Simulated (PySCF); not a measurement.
SiH2Cl2: single-point calculation

SiH2Cl2, computed with MP2/Roos-DZ, RHF (PySCF 2.14.0).

The geometry was optimised with B1B95/Sapporo-DZP.

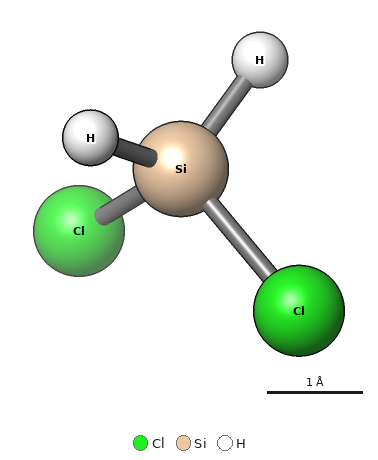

Fig. 1: The input geometry (ball-and-stick view, seen at a tilt).

## Input (calc.py)
```python
# Cl[SiH2]Cl
from pyscf import gto, mp

system = gto.Mole()
system.atom = 'input.xyz'
system.spin = 0
system.basis = 'roos-dz'
system.verbose = 4
system.max_memory = 1860
system.build()

calc0 = system.RHF()
calc0 = calc0.density_fit()
calc0.kernel()

pt = mp.MP2(calc0, frozen=15).run()
e_tot = pt.e_tot
print('E = %.10f Eh' % e_tot)
calc0.analyze()
```

## File input.xyz
```
5

Cl    -1.032422    -0.376603     1.614049
Si     0.187570    -0.084396    -0.009642
Cl    -0.678754     1.253040    -1.302279
H      0.344474    -1.376803    -0.713304
H      1.466054     0.489312     0.465802
```

Hardware: 1 thread of Arm Neoverse V2, 24 GiB of memory available, shared host.

Launch command:
```bash
OMP_NUM_THREADS=1 python calc.py
```

## What the program printed
```
PySCF version 2.14.0

[INPUT] num. atoms = 5
[INPUT] num. electrons = 50
[INPUT] charge = 0
[INPUT] spin (= nelec alpha-beta = 2S) = 0
[INPUT] symmetry False subgroup None
[INPUT] Mole.unit = angstrom
[INPUT] Symbol           X                Y                Z      unit          X                Y                Z       unit  Magmom
[INPUT]  1 Cl    -1.032422000000  -0.376603000000   1.614049000000 AA   -1.950994824976  -0.711676527690   3.050110561628 Bohr   0.0
[INPUT]  2 Si     0.187570000000  -0.084396000000  -0.009642000000 AA    0.354455929185  -0.159485326009  -0.018220739293 Bohr   0.0
[INPUT]  3 Cl    -0.678754000000   1.253040000000  -1.302279000000 AA   -1.282659165953   2.367902423125  -2.460950647772 Bohr   0.0
[INPUT]  4 H      0.344474000000  -1.376803000000  -0.713304000000 AA    0.650961517033  -2.601780597480  -1.347949203557 Bohr   0.0
[INPUT]  5 H      1.466054000000   0.489312000000   0.465802000000 AA    2.770440543823   0.924665669463   0.880238208275 Bohr   0.0

nuclear repulsion = 190.992412886607
number of shells = 13
number of NR pGTOs = 274
number of NR cGTOs = 99
basis = roos-dz
ecp = {}

******** <class 'pyscf.df.df_jk.DFRHF'> ********
method = DFRHF
initial guess = minao
damping factor = 0
level_shift factor = 0
DIIS = <class 'pyscf.scf.diis.CDIIS'>
diis_start_cycle = 1
diis_space = 8
diis_damp = 0
SCF conv_tol = 1e-09
SCF conv_tol_grad = None
SCF max_cycles = 50
direct_scf = False
Set gradient conv threshold to 3.16228e-05
Initial guess from minao.
******** <class 'pyscf.df.df.DF'> ********
auxbasis = None
ETB for Si: l = 0, exps = 0.061437 * 2^n , n = 0..18
ETB for Si: l = 1, exps = 0.05358733285208362 * 2^n , n = 0..15
ETB for Si: l = 2, exps = 0.0467406 * 2^n , n = 0..13
ETB for Si: l = 3, exps = 0.06767472454971649 * 2^n , n = 0..9
ETB for Si: l = 4, exps = 0.0979848 * 2^n , n = 0..5
ETB for Cl: l = 0, exps = 0.1195472 * 2^n , n = 0..18
ETB for Cl: l = 1, exps = 0.09935128369497799 * 2^n , n = 0..15
ETB for Cl: l = 2, exps = 0.0825672 * 2^n , n = 0..12
ETB for Cl: l = 3, exps = 0.12749945515365937 * 2^n , n = 0..9
ETB for Cl: l = 4, exps = 0.1968834 * 2^n , n = 0..5
ETB for H: l = 0, exps = 0.055924 * 2^n , n = 0..12
ETB for H: l = 1, exps = 0.10513611318666864 * 2^n , n = 0..8
ETB for H: l = 2, exps = 0.197654 * 2^n , n = 0..4

WARN: Even tempered Gaussians are generated as DF auxbasis for  Si Cl H

init E= -1209.34732106894
  HOMO = -0.356717379734951  LUMO = 0.0437877693299593  gap/eV = 10.89830
cycle= 1 E= -1209.20257878044  delta_E= 0.145  |g|= 0.368  |ddm|= 2.64
  HOMO = -0.460185713140233  LUMO = 0.0373279005064582  gap/eV = 13.53803
cycle= 2 E= -1209.24474487193  delta_E= -0.0422  |g|= 0.176  |ddm|= 0.741
  HOMO = -0.456028633912089  LUMO = 0.0501116295956416  gap/eV = 13.77278
cycle= 3 E= -1209.25402718714  delta_E= -0.00928  |g|= 0.0274  |ddm|= 0.215
  HOMO = -0.454678543748576  LUMO = 0.0511874041757676  gap/eV = 13.76531
cycle= 4 E= -1209.25447454533  delta_E= -0.000447  |g|= 0.00503  |ddm|= 0.0759
  HOMO = -0.455292260100097  LUMO = 0.0509591534674225  gap/eV = 13.77580
cycle= 5 E= -1209.25449274051  delta_E= -1.82e-05  |g|= 0.00139  |ddm|= 0.0136
  HOMO = -0.455374718227803  LUMO = 0.0509793174865845  gap/eV = 13.77860
cycle= 6 E= -1209.2544943778  delta_E= -1.64e-06  |g|= 0.000468  |ddm|= 0.00376
  HOMO = -0.455368828646594  LUMO = 0.0509771495930615  gap/eV = 13.77838
cycle= 7 E= -1209.25449455725  delta_E= -1.79e-07  |g|= 9.52e-05  |ddm|= 0.00142
  HOMO = -0.455370883700267  LUMO = 0.0509819758774608  gap/eV = 13.77856
cycle= 8 E= -1209.25449456453  delta_E= -7.27e-09  |g|= 1.87e-05  |ddm|= 0.000298
  HOMO = -0.455368681485403  LUMO = 0.0509824522851647  gap/eV = 13.77852
cycle= 9 E= -1209.25449456479  delta_E= -2.62e-10  |g|= 4.27e-06  |ddm|= 5.41e-05
  HOMO = -0.455369544343953  LUMO = 0.050982487292794  gap/eV = 13.77854
Extra cycle  E= -1209.2544945648  delta_E= -1.27e-11  |g|= 1.67e-06  |ddm|= 7.76e-06
converged SCF energy = -1209.2544945648

******** <class 'pyscf.mp.dfmp2.DFRMP2'> ********
nocc = 10, nmo = 84
frozen orbitals 15
E(DFRMP2) = -1209.67318582154  E_corr = -0.418691256733195
E(SCS-DFRMP2) = -1209.66655732391  E_corr = -0.412062759104298
E_corr(same-spin) = -0.104269325741003
E_corr(oppo-spin) = -0.314421930992192
E = -1209.6731858215 Eh
**** SCF Summaries ****
Total Energy =                       -1209.254494564802826
Nuclear Repulsion Energy =             190.992412886606729
One-electron Energy =                -2053.250344939972820
Two-electron Energy =                  653.003437488563350
Two-electron Coulomb Energy =          729.300227171010079
DFT Exchange-Correlation Energy =      -76.296789682446729
HOMO-LUMO gap [eV] =                    13.778540594878766
**** MO energy ****
MO #1   energy= -104.844465938611  occ= 2
MO #2   energy= -104.844433199969  occ= 2
MO #3   energy= -68.870606453168   occ= 2
MO #4   energy= -10.5714227216132  occ= 2
MO #5   energy= -10.5713908175344  occ= 2
MO #6   energy= -8.03902069152059  occ= 2
MO #7   energy= -8.03898913791379  occ= 2
MO #8   energy= -8.03662715288228  occ= 2
MO #9   energy= -8.03659582862701  occ= 2
MO #10  energy= -8.03657723652234  occ= 2
MO #11  energy= -8.0365458566866   occ= 2
MO #12  energy= -6.21292689199232  occ= 2
MO #13  energy= -4.32001877544385  occ= 2
MO #14  energy= -4.31897638859629  occ= 2
MO #15  energy= -4.31780855524755  occ= 2
MO #16  energy= -1.1265228017407   occ= 2
MO #17  energy= -1.09900039106321  occ= 2
MO #18  energy= -0.731742111366834 occ= 2
MO #19  energy= -0.564165521431058 occ= 2
MO #20  energy= -0.558601999104069 occ= 2
MO #21  energy= -0.558311197790939 occ= 2
MO #22  energy= -0.483290319655454 occ= 2
MO #23  energy= -0.481935931881081 occ= 2
MO #24  energy= -0.466404999450317 occ= 2
MO #25  energy= -0.455369544343953 occ= 2
MO #26  energy= 0.050982487292794  occ= 0
MO #27  energy= 0.0683494782621655 occ= 0
MO #28  energy= 0.0698096003866485 occ= 0
MO #29  energy= 0.0707315128719278 occ= 0
MO #30  energy= 0.126347809571417  occ= 0
MO #31  energy= 0.138175859610245  occ= 0
MO #32  energy= 0.152839134869999  occ= 0
MO #33  energy= 0.161356907615032  occ= 0
MO #34  energy= 0.172172982153302  occ= 0
MO #35  energy= 0.201238924919334  occ= 0
MO #36  energy= 0.206675337921001  occ= 0
MO #37  energy= 0.212712393477797  occ= 0
MO #38  energy= 0.259473148212408  occ= 0
MO #39  energy= 0.2948496609851    occ= 0
MO #40  energy= 0.303511677015339  occ= 0
MO #41  energy= 0.314752857491515  occ= 0
MO #42  energy= 0.322750057625996  occ= 0
MO #43  energy= 0.3349464496491    occ= 0
MO #44  energy= 0.348841469340275  occ= 0
MO #45  energy= 0.380520052172728  occ= 0
MO #46  energy= 0.386471831840348  occ= 0
MO #47  energy= 0.420313990792088  occ= 0
MO #48  energy= 0.424086332772565  occ= 0
MO #49  energy= 0.451321546784002  occ= 0
MO #50  energy= 0.474068817233833  occ= 0
MO #51  energy= 0.480933173846391  occ= 0
MO #52  energy= 0.487799013486323  occ= 0
MO #53  energy= 0.488376057991465  occ= 0
MO #54  energy= 0.510848499128027  occ= 0
MO #55  energy= 0.564753174308279  occ= 0
MO #56  energy= 0.590636709674785  occ= 0
MO #57  energy= 0.624063271807513  occ= 0
MO #58  energy= 0.636752507003445  occ= 0
MO #59  energy= 0.650090000522769  occ= 0
MO #60  energy= 0.698320398179201  occ= 0
MO #61  energy= 0.719118988513451  occ= 0
MO #62  energy= 0.769123404911869  occ= 0
MO #63  energy= 0.798075840528842  occ= 0
MO #64  energy= 0.85987756955131   occ= 0
MO #65  energy= 0.867768913652363  occ= 0
MO #66  energy= 0.956781501456502  occ= 0
MO #67  energy= 0.967301618357905  occ= 0
MO #68  energy= 1.01673983664036   occ= 0
MO #69  energy= 1.02535291743997   occ= 0
MO #70  energy= 1.05146174550364   occ= 0
MO #71  energy= 1.13388034379554   occ= 0
MO #72  energy= 1.2402904144901    occ= 0
MO #73  energy= 1.37506046016389   occ= 0
MO #74  energy= 1.40198757514713   occ= 0
MO #75  energy= 1.4051776663555    occ= 0
MO #76  energy= 1.43623440713143   occ= 0
MO #77  energy= 1.45679438881177   occ= 0
MO #78  energy= 1.4833305912636    occ= 0
MO #79  energy= 1.60588487091039   occ= 0
MO #80  energy= 1.63627325336207   occ= 0
MO #81  energy= 1.6537815655806    occ= 0
MO #82  energy= 1.66731303784173   occ= 0
MO #83  energy= 1.77413622315418   occ= 0
MO #84  energy= 1.85058050740262   occ= 0
MO #85  energy= 1.88342262757065   occ= 0
MO #86  energy= 1.9262986188208    occ= 0
MO #87  energy= 1.98196942940787   occ= 0
MO #88  energy= 2.03509336256206   occ= 0
MO #89  energy= 2.06313894283398   occ= 0
MO #90  energy= 2.19679763994378   occ= 0
MO #91  energy= 2.28978092062261   occ= 0
MO #92  energy= 2.34387804128701   occ= 0
MO #93  energy= 2.3605408013493    occ= 0
MO #94  energy= 2.46342439960824   occ= 0
MO #95  energy= 2.53765697715409   occ= 0
MO #96  energy= 2.54986692809399   occ= 0
MO #97  energy= 2.64203396083892   occ= 0
MO #98  energy= 2.66289626228421   occ= 0
MO #99  energy= 2.86691089985617   occ= 0
 ** Mulliken pop on meta-lowdin orthogonal AOs  **
 ** Mulliken pop  **
pop of  0 Cl 1s           2.00000
pop of  0 Cl 2s           1.99997
pop of  0 Cl 3s           1.84990
pop of  0 Cl 4s           0.00239
pop of  0 Cl 5s           0.00111
pop of  0 Cl 2px          2.00000
pop of  0 Cl 2py          2.00000
pop of  0 Cl 2pz          2.00000
pop of  0 Cl 3px          1.80282
pop of  0 Cl 3py          1.92965
pop of  0 Cl 3pz          1.69449
pop of  0 Cl 4px          0.00313
pop of  0 Cl 4py          0.00320
pop of  0 Cl 4pz          0.00340
pop of  0 Cl 5px          0.00082
pop of  0 Cl 5py          0.00065
pop of  0 Cl 5pz          0.00093
pop of  0 Cl 3dxy         0.00180
pop of  0 Cl 3dyz         0.00281
pop of  0 Cl 3dz^2        0.00604
pop of  0 Cl 3dxz         0.01119
pop of  0 Cl 3dx2-y2      0.00244
pop of  0 Cl 4dxy         0.00036
pop of  0 Cl 4dyz         0.00043
pop of  0 Cl 4dz^2        0.00082
pop of  0 Cl 4dxz         0.00056
pop of  0 Cl 4dx2-y2      0.00034
pop of  1 Si 1s           2.00000
pop of  1 Si 2s           1.99991
pop of  1 Si 3s           0.98537
pop of  1 Si 4s           0.00904
pop of  1 Si 5s           0.00006
pop of  1 Si 2px          1.99999
pop of  1 Si 2py          2.00000
pop of  1 Si 2pz          2.00000
pop of  1 Si 3px          0.67919
pop of  1 Si 3py          0.73116
pop of  1 Si 3pz          0.59464
pop of  1 Si 4px          0.01133
pop of  1 Si 4py          0.01167
pop of  1 Si 4pz          0.01126
pop of  1 Si 5px          0.00088
pop of  1 Si 5py          0.00090
pop of  1 Si 5pz          0.00113
pop of  1 Si 3dxy         0.01217
pop of  1 Si 3dyz         0.01748
pop of  1 Si 3dz^2        0.01238
pop of  1 Si 3dxz         0.01637
pop of  1 Si 3dx2-y2      0.01558
pop of  1 Si 4dxy         0.00099
pop of  1 Si 4dyz         0.00192
pop of  1 Si 4dz^2        0.00144
pop of  1 Si 4dxz         0.00122
pop of  1 Si 4dx2-y2      0.00142
pop of  2 Cl 1s           2.00000
pop of  2 Cl 2s           1.99997
pop of  2 Cl 3s           1.84991
pop of  2 Cl 4s           0.00239
pop of  2 Cl 5s           0.00111
pop of  2 Cl 2px          2.00000
pop of  2 Cl 2py          2.00000
pop of  2 Cl 2pz          2.00000
pop of  2 Cl 3px          1.86867
pop of  2 Cl 3py          1.77772
pop of  2 Cl 3pz          1.78064
pop of  2 Cl 4px          0.00297
pop of  2 Cl 4py          0.00357
pop of  2 Cl 4pz          0.00320
pop of  2 Cl 5px          0.00074
pop of  2 Cl 5py          0.00084
pop of  2 Cl 5pz          0.00082
pop of  2 Cl 3dxy         0.00498
pop of  2 Cl 3dyz         0.00913
pop of  2 Cl 3dz^2        0.00298
pop of  2 Cl 3dxz         0.00438
pop of  2 Cl 3dx2-y2      0.00282
pop of  2 Cl 4dxy         0.00051
pop of  2 Cl 4dyz         0.00059
pop of  2 Cl 4dz^2        0.00069
pop of  2 Cl 4dxz         0.00030
pop of  2 Cl 4dx2-y2      0.00044
pop of  3 H 1s            1.10774
pop of  3 H 2s            0.00371
pop of  3 H 3s            0.00046
pop of  3 H 2px           0.00085
pop of  3 H 2py           0.00427
pop of  3 H 2pz           0.00179
pop of  3 H 3px           0.00114
pop of  3 H 3py           0.00096
pop of  3 H 3pz           0.00100
pop of  4 H 1s            1.10777
pop of  4 H 2s            0.00371
pop of  4 H 3s            0.00046
pop of  4 H 2px           0.00398
pop of  4 H 2py           0.00167
pop of  4 H 2pz           0.00126
pop of  4 H 3px           0.00107
pop of  4 H 3py           0.00102
pop of  4 H 3pz           0.00101
 ** Mulliken atomic charges  **
charge of    0Cl =     -0.31927
charge of    1Si =      0.88248
charge of    2Cl =     -0.31933
charge of    3H =     -0.12193
charge of    4H =     -0.12195
Dipole moment(X, Y, Z, Debye):  1.27014, -0.63690, -0.20084
```

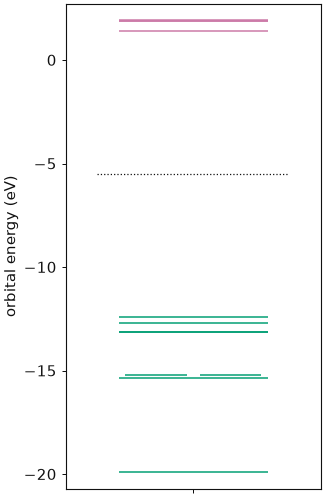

Fig. 2: Orbital energies near the frontier (SCF reference); the dotted line parts filled from empty levels, and levels within 0.02 eV of each other stand side by side. Highest filled −12.39 eV, lowest empty 1.39 eV, 13.78 eV apart.

## Summary

```csv
quantity,value
outcome,converged
total energy,−1209.673186 hartree
SCF energy,−1209.254495 hartree
correlation energy,−0.418691 hartree
basis functions,99
HOMO of the SCF reference,−12.39 eV
LUMO of the SCF reference,1.39 eV
wall time,2.2 s
peak memory,0.23 GiB
```
